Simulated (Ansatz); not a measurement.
## CH4S2Si: molecular dynamics (part 5 of 5)

Continued. System: CH4S2Si. Method: RKS PBE/def2-SVP (Ansatz 0.2.0). It belongs to a series of runs on one base structure; here: dynamics from the highest image of the converged band.

Geometry of the input (Å):
```
C  -0.5767  1.0279  -0.3383
Si -0.1859  -0.3046  0.9736
S  2.0089  -0.6565  0.9034
S  0.9828  -1.9621  -0.4001
H  -1.5740  0.8459  -0.7893
H  -0.6183  2.0145  0.1724
H  0.1942  1.0681  -1.1324
H  -0.2308  -2.0331  0.6108
```

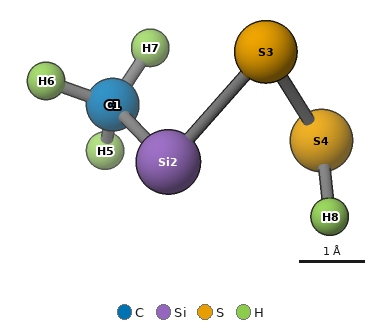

**Figure 1.** The geometry at step 175 of the log (ball-and-stick view, seen at a tilt; atoms are numbered from 1 in the order of the input).

Trajectory as extended XYZ, continued:
```
8
Properties=species:S:1:pos:R:3:forces:R:3 step=151 time_fs=75.5 energy=-30625.22953 temperature=470.5
C    -0.4317    1.0203   -0.3654   -0.2702   0.6807   0.6176
Si   -0.3158   -0.2565    1.0629    0.8185  -0.5806  -0.3810
S     2.0197   -0.6416    0.8440   -0.3607   0.0697   0.1539
S     0.9769   -1.9851   -0.4022   -0.0741  -0.2028   0.4509
H    -1.3056    0.8638   -1.0243   -0.0868  -0.0939  -0.1633
H    -0.7024    1.9471    0.2396    0.2394  -0.3402  -0.4300
H     0.4884    1.2392   -0.9444   -0.0947  -0.0648   0.0038
H     1.0228   -3.1474    0.3816   -0.1714   0.5319  -0.2519
8
Properties=species:S:1:pos:R:3:forces:R:3 step=153 time_fs=76.5 energy=-30625.23989 temperature=483.9
C    -0.4282    1.0196   -0.3640   -0.4447   0.4596   0.3062
Si   -0.3140   -0.2592    1.0644    0.7951  -0.5482  -0.4311
S     2.0180   -0.6382    0.8440   -0.3524  -0.0166   0.1443
S     0.9779   -1.9852   -0.4041   -0.1503  -0.3194   0.6193
H    -1.3109    0.8580   -1.0267    0.1678  -0.0574   0.0135
H    -0.6978    1.9452    0.2274    0.2122  -0.1621  -0.3152
H     0.4947    1.2243   -0.9475   -0.1559  -0.0534   0.0355
H     0.9516   -3.1468    0.4015   -0.0717   0.6973  -0.3726
8
Properties=species:S:1:pos:R:3:forces:R:3 step=155 time_fs=77.5 energy=-30625.24347 temperature=488.5
C    -0.4249    1.0193   -0.3624   -0.5644   0.1451  -0.0232
Si   -0.3121   -0.2621    1.0658    0.7673  -0.5099  -0.4757
S     2.0161   -0.6349    0.8440   -0.3409  -0.0986   0.1395
S     0.9789   -1.9853   -0.4058   -0.2398  -0.3713   0.7341
H    -1.3147    0.8517   -1.0291    0.3742  -0.0260   0.1615
H    -0.6911    1.9418    0.2121    0.1503   0.1105  -0.1407
H     0.4995    1.2089   -0.9502   -0.1883  -0.0406   0.0528
H     0.8797   -3.1395    0.4178    0.0416   0.7907  -0.4483
8
Properties=species:S:1:pos:R:3:forces:R:3 step=157 time_fs=78.5 energy=-30625.24314 temperature=488.2
C    -0.4222    1.0190   -0.3607   -0.6051  -0.1869  -0.2825
Si   -0.3098   -0.2651    1.0670    0.7355  -0.4630  -0.5133
S     2.0141   -0.6316    0.8440   -0.3260  -0.1751   0.1406
S     0.9797   -1.9855   -0.4072   -0.3295  -0.3526   0.7840
H    -1.3149    0.8451   -1.0299    0.4781  -0.0081   0.2419
H    -0.6830    1.9396    0.1955    0.0752   0.4065   0.0472
H     0.5026    1.1931   -0.9524   -0.1833  -0.0255   0.0516
H     0.8083   -3.1247    0.4299    0.1551   0.8047  -0.4695
8
Properties=species:S:1:pos:R:3:forces:R:3 step=160 time_fs=80.0 energy=-30625.24619 temperature=492.2
C    -0.4189    1.0183   -0.3587   -0.5347  -0.4866  -0.3794
Si   -0.3060   -0.2699    1.0685    0.6807  -0.3728  -0.5541
S     2.0110   -0.6268    0.8442   -0.2984  -0.2778   0.1534
S     0.9808   -1.9861   -0.4090   -0.4333  -0.1996   0.7293
H    -1.3069    0.8350   -1.0269    0.3969  -0.0145   0.2037
H    -0.6696    1.9440    0.1719    0.0020   0.6688   0.2212
H     0.5040    1.1689   -0.9550   -0.1087   0.0001   0.0186
H     0.7041   -3.0884    0.4397    0.2955   0.6824  -0.3926
8
Properties=species:S:1:pos:R:3:forces:R:3 step=162 time_fs=81.0 energy=-30625.25220 temperature=499.8
C    -0.4172    1.0174   -0.3577   -0.4248  -0.4345  -0.2097
Si   -0.3031   -0.2733    1.0692    0.6396  -0.3002  -0.5698
S     2.0088   -0.6237    0.8443   -0.2770  -0.3376   0.1683
S     0.9814   -1.9865   -0.4099   -0.4639  -0.0300   0.6128
H    -1.2967    0.8281   -1.0224    0.1985  -0.0390   0.0816
H    -0.6606    1.9546    0.1585    0.0081   0.6043   0.2051
H     0.5035    1.1528   -0.9564   -0.0321   0.0168  -0.0139
H     0.6381   -3.0558    0.4415    0.3515   0.5202  -0.2744
8
Properties=species:S:1:pos:R:3:forces:R:3 step=164 time_fs=82.0 energy=-30625.25376 temperature=501.6
C    -0.4160    1.0162   -0.3569   -0.2811  -0.1895   0.0867
Si   -0.3000   -0.2768    1.0698    0.5950  -0.2204  -0.5763
S     2.0065   -0.6207    0.8445   -0.2535  -0.3902   0.1861
S     0.9818   -1.9870   -0.4107   -0.4554   0.1708   0.4489
H    -1.2846    0.8209   -1.0171   -0.0669  -0.0714  -0.0838
H    -0.6515    1.9709    0.1470    0.0503   0.3538   0.0965
H     0.5028    1.1368   -0.9579    0.0421   0.0304  -0.0413
H     0.5753   -3.0182    0.4407    0.3696   0.3166  -0.1168
8
Properties=species:S:1:pos:R:3:forces:R:3 step=166 time_fs=83.0 energy=-30625.24330 temperature=488.2
C    -0.4149    1.0148   -0.3560   -0.1302   0.1475   0.3891
Si   -0.2967   -0.2804    1.0701    0.5468  -0.1371  -0.5740
S     2.0041   -0.6178    0.8448   -0.2278  -0.4360   0.2045
S     0.9821   -1.9874   -0.4113   -0.4109   0.3729   0.2638
H    -1.2732    0.8130   -1.0126   -0.3231  -0.0972  -0.2382
H    -0.6419    1.9905    0.1365    0.1010   0.0084  -0.0496
H     0.5024    1.1212   -0.9598    0.0915   0.0388  -0.0521
H     0.5161   -2.9777    0.4387    0.3527   0.1027   0.0564
8
Properties=species:S:1:pos:R:3:forces:R:3 step=169 time_fs=84.5 energy=-30625.20917 temperature=444.5
C    -0.4134    1.0130   -0.3541    0.0068   0.5572   0.5888
Si   -0.2915   -0.2858    1.0703    0.4678  -0.0136  -0.5568
S     2.0004   -0.6136    0.8453   -0.1845  -0.4922   0.2281
S     0.9823   -1.9878   -0.4120   -0.3141   0.5991   0.0258
H    -1.2622    0.7994   -1.0104   -0.5030  -0.0844  -0.3149
H    -0.6256    2.0191    0.1194    0.1386  -0.4511  -0.2180
H     0.5035    1.0983   -0.9636    0.0904   0.0398  -0.0253
H     0.4335   -2.9155    0.4373    0.2980  -0.1548   0.2723
8
Properties=species:S:1:pos:R:3:forces:R:3 step=171 time_fs=85.5 energy=-30625.18567 temperature=414.2
C    -0.4125    1.0123   -0.3522   -0.0098   0.6434   0.4694
Si   -0.2877   -0.2894    1.0702    0.4109   0.0639  -0.5383
S     1.9979   -0.6111    0.8457   -0.1519  -0.5220   0.2384
S     0.9824   -1.9878   -0.4125   -0.2680   0.6567  -0.0559
H    -1.2607    0.7892   -1.0125   -0.4247  -0.0272  -0.2188
H    -0.6131    2.0334    0.1056    0.1218  -0.6091  -0.2504
H     0.5053    1.0836   -0.9664    0.0424   0.0337   0.0160
H     0.3820   -2.8756    0.4393    0.2794  -0.2393   0.3398
8
Properties=species:S:1:pos:R:3:forces:R:3 step=173 time_fs=86.5 energy=-30625.16580 temperature=388.5
C    -0.4116    1.0121   -0.3500   -0.0940   0.5472   0.1833
Si   -0.2839   -0.2930    1.0698    0.3511   0.1359  -0.5161
S     1.9954   -0.6087    0.8462   -0.1162  -0.5465   0.2430
S     0.9823   -1.9877   -0.4130   -0.2625   0.6330  -0.0564
H    -1.2631    0.7789   -1.0167   -0.2260   0.0594  -0.0355
H    -0.5994    2.0419    0.0895    0.0724  -0.6086  -0.2093
H     0.5075    1.0692   -0.9691   -0.0248   0.0242   0.0632
H     0.3333   -2.8379    0.4445    0.3001  -0.2446   0.3279
8
Properties=species:S:1:pos:R:3:forces:R:3 step=175 time_fs=87.5 energy=-30625.14605 temperature=363.0
C    -0.4107    1.0124   -0.3476   -0.1936   0.2874  -0.1817
Si   -0.2799   -0.2966    1.0693    0.2891   0.2022  -0.4914
S     1.9928   -0.6065    0.8468   -0.0774  -0.5662   0.2419
S     0.9822   -1.9873   -0.4135   -0.3015   0.5488   0.0141
H    -1.2677    0.7691   -1.0213    0.0101   0.1533   0.1702
H    -0.5851    2.0447    0.0714   -0.0013  -0.4498  -0.1030
H     0.5095    1.0550   -0.9712   -0.0888   0.0136   0.1026
H     0.2874   -2.8025    0.4527    0.3634  -0.1893   0.2474
8
Properties=species:S:1:pos:R:3:forces:R:3 step=178 time_fs=89.0 energy=-30625.10811 temperature=314.1
C    -0.4097    1.0131   -0.3444   -0.2778  -0.2816  -0.6698
Si   -0.2737   -0.3018    1.0683    0.1943   0.2920  -0.4508
S     1.9888   -0.6034    0.8478   -0.0135  -0.5872   0.2316
S     0.9818   -1.9865   -0.4143   -0.4092   0.3831   0.1873
H    -1.2739    0.7574   -1.0246    0.2665   0.2582   0.3886
H    -0.5640    2.0418    0.0429   -0.1267  -0.0002   0.1290
H     0.5107    1.0339   -0.9725   -0.1361  -0.0003   0.1219
H     0.2255   -2.7525    0.4692    0.5025  -0.0639   0.0622
8
Properties=species:S:1:pos:R:3:forces:R:3 step=180 time_fs=90.0 energy=-30625.07921 temperature=277.0
C    -0.4093    1.0133   -0.3428   -0.2673  -0.6327  -0.8421
Si   -0.2695   -0.3051    1.0674    0.1308   0.3463  -0.4210
S     1.9862   -0.6016    0.8486    0.0330  -0.5954   0.2212
S     0.9814   -1.9858   -0.4147   -0.4789   0.2885   0.2988
H    -1.2751    0.7526   -1.0224    0.3063   0.2825   0.4224
H    -0.5512    2.0393    0.0252   -0.1930   0.3110   0.2771
H     0.5100    1.0199   -0.9719   -0.1200  -0.0056   0.1003
H     0.1900   -2.7201    0.4812    0.5890   0.0054  -0.0569
8
Properties=species:S:1:pos:R:3:forces:R:3 step=182 time_fs=91.0 energy=-30625.05438 temperature=245.0
C    -0.4092    1.0131   -0.3420   -0.2052  -0.8162  -0.8340
Si   -0.2653   -0.3084    1.0664    0.0672   0.3969  -0.3884
S     1.9836   -0.6000    0.8494    0.0830  -0.5984   0.2100
S     0.9808   -1.9850   -0.4151   -0.5227   0.2253   0.3780
H    -1.2735    0.7504   -1.0162    0.2246   0.2640   0.3550
H    -0.5402    2.0396    0.0100   -0.2247   0.4915   0.3707
H     0.5082    1.0058   -0.9704   -0.0681  -0.0058   0.0534
H     0.1602   -2.6878    0.4927    0.6459   0.0428  -0.1447
8
Properties=species:S:1:pos:R:3:forces:R:3 step=184 time_fs=92.0 energy=-30625.03724 temperature=222.9
C    -0.4091    1.0122   -0.3418   -0.0969  -0.7540  -0.6456
Si   -0.2611   -0.3115    1.0652    0.0031   0.4440  -0.3526
S     1.9810   -0.5986    0.8502    0.1372  -0.5957   0.1991
S     0.9801   -1.9842   -0.4153   -0.5287   0.1969   0.4118
H    -1.2699    0.7507   -1.0068    0.0353   0.2072   0.1994
H    -0.5314    2.0445   -0.0017   -0.2154   0.4591   0.3865
H     0.5057    0.9917   -0.9683    0.0047   0.0004  -0.0092
H     0.1365   -2.6550    0.5028    0.6607   0.0422  -0.1894
8
Properties=species:S:1:pos:R:3:forces:R:3 step=187 time_fs=93.5 energy=-30625.01808 temperature=198.0
C    -0.4092    1.0098   -0.3424    0.1183  -0.2880  -0.1720
Si   -0.2547   -0.3158    1.0632   -0.0961   0.5089  -0.2942
S     1.9771   -0.5967    0.8517    0.2278  -0.5805   0.1845
S     0.9788   -1.9828   -0.4154   -0.4584   0.2129   0.3706
H    -1.2645    0.7547   -0.9896   -0.3437   0.0858  -0.1117
H    -0.5219    2.0592   -0.0124   -0.1443   0.0657   0.2923
H     0.5022    0.9706   -0.9656    0.1013   0.0233  -0.1007
H     0.1126   -2.6052    0.5146    0.5949  -0.0282  -0.1688
8
Properties=species:S:1:pos:R:3:forces:R:3 step=189 time_fs=94.5 energy=-30625.00343 temperature=179.2
C    -0.4092    1.0079   -0.3430    0.2336   0.0788   0.1051
Si   -0.2505   -0.3185    1.0617   -0.1653   0.5488  -0.2541
S     1.9747   -0.5958    0.8527    0.2951  -0.5635   0.1759
S     0.9777   -1.9818   -0.4154   -0.3625   0.2529   0.2878
H    -1.2646    0.7585   -0.9791   -0.5365   0.0194  -0.2757
H    -0.5174    2.0704   -0.0160   -0.0834  -0.2704   0.2023
H     0.5010    0.9567   -0.9649    0.1228   0.0473  -0.1392
H     0.1040   -2.5722    0.5204    0.4963  -0.1133  -0.1021
8
Properties=species:S:1:pos:R:3:forces:R:3 step=191 time_fs=95.5 energy=-30624.98920 temperature=160.9
C    -0.4090    1.0060   -0.3436    0.2555   0.3339   0.2311
Si   -0.2463   -0.3210    1.0602   -0.2370   0.5857  -0.2152
S     1.9723   -0.5949    0.8538    0.3674  -0.5422   0.1673
S     0.9765   -1.9807   -0.4152   -0.2381   0.3059   0.1736
H    -1.2696    0.7626   -0.9711   -0.5793  -0.0070  -0.3311
H    -0.5136    2.0791   -0.0175   -0.0283  -0.5352   0.1293
H     0.5009    0.9433   -0.9655    0.0952   0.0768  -0.1506
H     0.1000   -2.5404    0.5253    0.3647  -0.2179  -0.0045
8
Properties=species:S:1:pos:R:3:forces:R:3 step=193 time_fs=96.5 energy=-30624.97881 temperature=147.5
C    -0.4086    1.0044   -0.3439    0.1561   0.4074   0.1730
Si   -0.2422   -0.3233    1.0586   -0.3102   0.6183  -0.1794
S     1.9700   -0.5943    0.8549    0.4434  -0.5178   0.1580
S     0.9753   -1.9795   -0.4150   -0.1016   0.3604   0.0468
H    -1.2801    0.7666   -0.9662   -0.4422   0.0114  -0.2606
H    -0.5102    2.0827   -0.0179    0.0134  -0.6613   0.0922
H     0.5017    0.9307   -0.9675    0.0238   0.1098  -0.1366
H     0.0996   -2.5106    0.5301    0.2173  -0.3282   0.1066
8
Properties=species:S:1:pos:R:3:forces:R:3 step=196 time_fs=98.0 energy=-30624.96778 temperature=133.2
C    -0.4078    1.0025   -0.3443   -0.1420   0.1768  -0.1556
Si   -0.2363   -0.3263    1.0561   -0.4184   0.6551  -0.1352
S     1.9669   -0.5936    0.8567    0.5597  -0.4784   0.1405
S     0.9733   -1.9776   -0.4147    0.0765   0.4177  -0.1111
H    -1.3028    0.7730   -0.9630   -0.0194   0.0834  -0.0118
H    -0.5047    2.0764   -0.0167    0.0462  -0.5453   0.1175
H     0.5031    0.9138   -0.9729   -0.1205   0.1588  -0.0901
H     0.1023   -2.4721    0.5396    0.0179  -0.4681   0.2457
8
Properties=species:S:1:pos:R:3:forces:R:3 step=198 time_fs=99.0 energy=-30624.95930 temperature=122.3
C    -0.4074    1.0015   -0.3446   -0.3426  -0.1380  -0.4134
Si   -0.2325   -0.3281    1.0543   -0.4855   0.6682  -0.1130
S     1.9650   -0.5933    0.8579    0.6349  -0.4522   0.1257
S     0.9721   -1.9761   -0.4146    0.1443   0.4243  -0.1566
H    -1.3189    0.7781   -0.9614    0.2671   0.1245   0.1522
H    -0.5006    2.0656   -0.0145    0.0506  -0.2906   0.1831
H     0.5027    0.9043   -0.9776   -0.2029   0.1864  -0.0616
H     0.1047   -2.4519    0.5486   -0.0659  -0.5227   0.2835
8
Properties=species:S:1:pos:R:3:forces:R:3 step=200 time_fs=100.0 energy=-30624.95031 temperature=110.7
C    -0.4072    1.0004   -0.3453   -0.4852  -0.4893  -0.6118
Si   -0.2289   -0.3296    1.0525   -0.5456   0.6701  -0.0964
S     1.9633   -0.5931    0.8592    0.7053  -0.4272   0.1083
S     0.9709   -1.9745   -0.4144    0.1558   0.4001  -0.1351
H    -1.3324    0.7845   -0.9584    0.4633   0.1409   0.2555
H    -0.4959    2.0520   -0.0105    0.0479   0.0357   0.2700
H     0.5004    0.8967   -0.9829   -0.2478   0.2064  -0.0492
H     0.1064   -2.4366    0.5603   -0.0937  -0.5367   0.2586
```

Key numbers:

| quantity | value |
| --- | --- |
| outcome | finished |
| mean temperature over the second half | 275 K |
| trajectory | 200 steps, 100 fs |
| ensemble | nve |
| temperature in the input | 100.0 K |
| time step | 0.5 fs |
| potential energy (last step) | −30624.9503 eV |
| mean-field energy (last step) | −30624.9503 eV |
| largest force (length of the vector) (last step) | 0.921 eV/Å |
| hardware | 2 threads of Intel Xeon (Sapphire Rapids), 16 GiB of memory available, shared host |
| wall time | 2.8 min (CPU time 5.4 min) |
| peak memory | 0.15 GiB |

Remarks:

So short a trajectory is not equilibrated.
